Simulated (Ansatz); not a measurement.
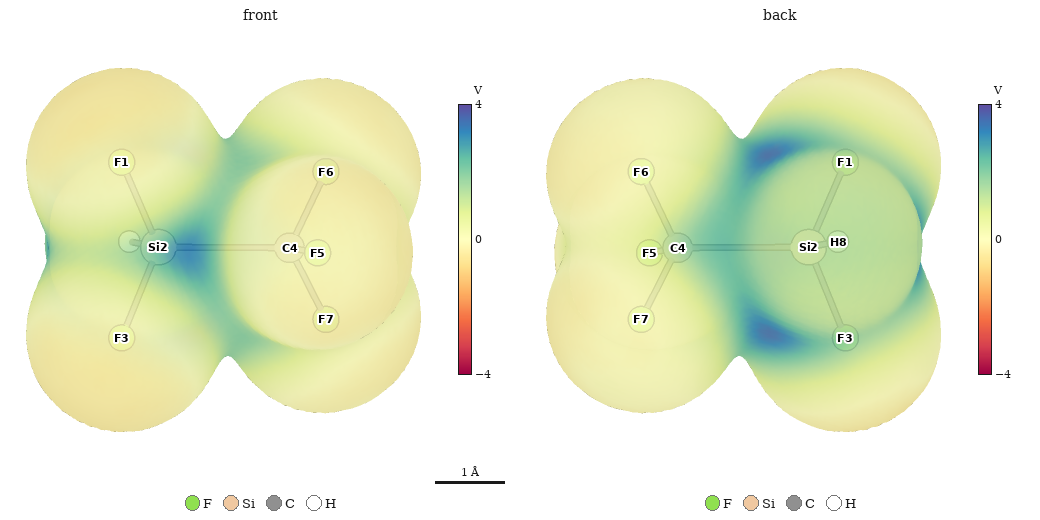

*CHF5Si. The electrostatic potential painted on the density surface at 0.004 e/bohr³, seen from the front and from behind; the colour scale runs from red (negative) to blue (positive).*

Geometry: PBE0-D4/def2-TZVP.

Computed with RKS PBE0-D4/def2-TZVPP in Ansatz.

The calculation's input:

```
crystal:
  periodic: [false, false, false]
  atoms:
    - {symbol: F, position_ang: [1.215745, -0.544560, 1.587039]}
    - {symbol: Si, position_ang: [0.202909, -0.846907, 0.417017]}
    - {symbol: F, position_ang: [0.914743, -1.749043, -0.662632]}
    - {symbol: C, position_ang: [-0.219203, 0.829738, -0.424167]}
    - {symbol: F, position_ang: [0.862413, 1.455900, -0.903564]}
    - {symbol: F, position_ang: [-0.816515, 1.663350, 0.444698]}
    - {symbol: F, position_ang: [-1.069143, 0.649373, -1.449678]}
    - {symbol: H, position_ang: [-0.998849, -1.514949, 0.935486]}
basis:
  gaussian: {orbitals: def2-TZVPP}
hamiltonian: {xc: pbe0, dispersion: d4}
output: {orbitals: {seedname: orbitals}}
```

Command:

```sh
ansatz run in.yaml --threads 4 --pin off --events-out ev --progress --plain --max-ram 10444MiB
```

Q: Describe the electrostatic potential map.

A: The most negative region (about −0.4 V, or −9 kcal/mol for a unit charge) lies over F1 and F3, the most positive (about +3.4 V, or +78 kcal/mol for a unit charge) over Si2.
